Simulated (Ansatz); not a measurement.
The starting structures come from a database of crystals and need not be the phases stable at ambient conditions.

 Where the default PAW files enter, the runs use the earlier of Ansatz's two default sets.

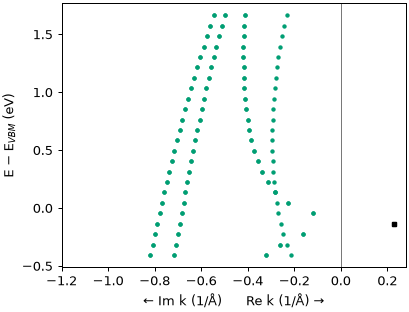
Fig. 1. Complex bands at the centre of the two-dimensional zone; r2SCAN run with Ansatz (a first-principles code)

The gap is the functional's own, uncorrected, and κ follows it; spin-orbit coupling is left out. Mid-gap values are interpolated between the computed energies.

This is Ba2PCl (R-3m, not sure to be the ambient phase, 4 atoms a cell, 35.9 Å³ an atom) along the normal of (001). Read off the slowest decay at the centre of the two-dimensional zone at 0.77 eV, the computed energy nearest the middle of the gap.

κ ≈ 0.29 1/Å, a decay length 1/(2κ) of the density of 1.7 Å.
